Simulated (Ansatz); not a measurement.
```yaml
crystal:
  lattice:
    - [3.66204, 0.00000, 0.00000]
    - [0.00000, 3.66204, 0.00000]
    - [0.00000, 0.00000, 19.34235]
  atoms:
    - { symbol: Na, position: [0.00000, 0.00000, 0.00000] }
    - { symbol: Na, position: [0.50000, 0.50000, 0.50000] }
    - { symbol: Si, position: [0.00000, 0.00000, 0.32418] }
    - { symbol: Si, position: [0.50000, 0.50000, 0.82418] }
    - { symbol: Si, position: [0.50000, 0.50000, 0.17582] }
    - { symbol: Si, position: [0.00000, 0.00000, 0.67582] }
    - { symbol: P, position: [0.50000, 0.00000, 0.25000] }
    - { symbol: P, position: [0.00000, 0.50000, 0.75000] }
    - { symbol: P, position: [0.00000, 0.50000, 0.11085] }
    - { symbol: P, position: [0.50000, 0.00000, 0.61085] }
    - { symbol: P, position: [0.00000, 0.50000, 0.38915] }
    - { symbol: P, position: [0.50000, 0.00000, 0.88915] }
```

Space group I-4m2; a structure from a database of computed crystals, not necessarily the ambient phase; a generated structure, not necessarily the stable one.

Computed with DFT r2SCAN, scalar-relativistic, plane waves, PAW (Ansatz).

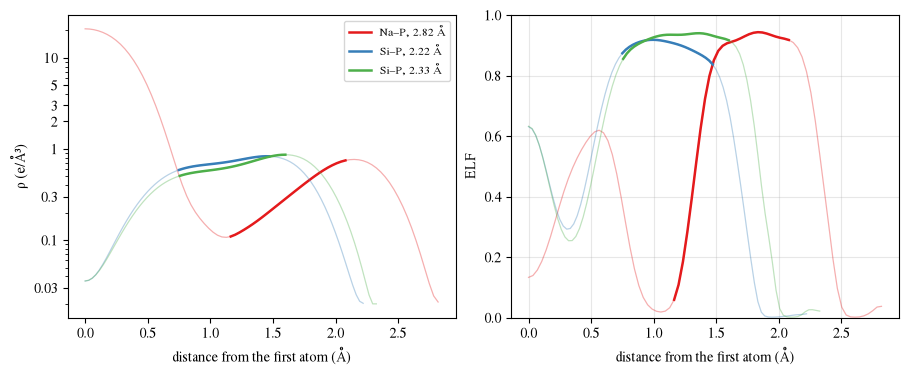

NaSi2P3. Valence electron density and ELF along straight lines between neighbouring atoms. Thin, pale parts lie inside the atomic spheres.

In a PAW calculation such maps are meaningful between the atoms, not at the nuclei.

Q: What can be read from the curves?

A: Na–P (2.82 Å): ρ at the midpoint is about 0.18 e/Å³; the ELF peaks at about 0.95 in the valence shell of P, 1.0 Å from its nucleus, and is about 0.70 at the midpoint.
Si–P (2.22 Å): ρ is about 0.71 e/Å³ halfway; the ELF peaks at about 0.90 between the atoms.
Si–P (2.33 Å): ρ is about 0.63 e/Å³ halfway; the ELF peaks at about 0.95 between the atoms.
